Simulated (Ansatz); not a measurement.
**SnO2: O → Se**

Base system: SnO₂ in the rutile structure (space group P4_2/mnm, No. 136; a = 4.7685 Å, c = 3.2114 Å).

One thing is altered: Se takes the place of O on all its sites; the structure is relaxed again.

The values are results of PBEsol in Ansatz (plane waves to 420 eV, PAW, spin-orbit coupling left out), earlier PAW set, not measurements. Γ-centred 7×7×12 mesh, Fermi–Dirac width 0.05 eV, for the changed cell.

The volume per atom rises by 15.22 Å³ to 27.39 Å³ and the density drops by 1.26 g/cm³ to 5.59 g/cm³. The lattice parameter a goes up by 1.6459 Å to 6.414 Å and the c/a ratio decreases by 0.0507, from 0.673 to 0.623. The space group is still P4_2/mnm (No. 136) and the shortest interatomic distance goes up by 0.601 Å to 2.667 Å. The band gap changes from 0.92 eV to zero.

Final structure:

```yaml
crystal:
  lattice:
    - [6.41445, 0.00000, 0.00000]
    - [0.00000, 6.41445, 0.00000]
    - [0.00000, 0.00000, 3.99487]
  atoms:
    - { symbol: Sn, position: [0.00000, 0.00000, 0.00000] }
    - { symbol: Sn, position: [0.50000, 0.50000, 0.50000] }
    - { symbol: Se, position: [0.30526, 0.30526, 0.00000] }
    - { symbol: Se, position: [0.80526, 0.19474, 0.50000] }
    - { symbol: Se, position: [0.19474, 0.80526, 0.50000] }
    - { symbol: Se, position: [0.69474, 0.69474, 0.00000] }
```

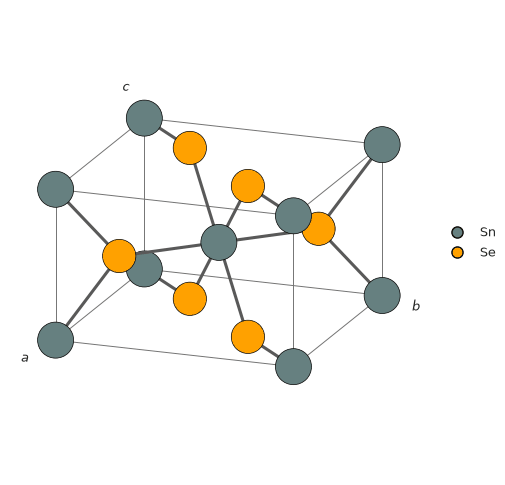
Figure: The relaxed conventional cell after the change

Stability against distortions was not tested. As relaxed here, SnSe2 is a hypothetical phase, not in the database extracts checked. The final runs are not spin-polarised. The zero or small gap of SnSe2 can change with the level of theory.

Ansatz is a quantum-chemistry and plane-wave program.
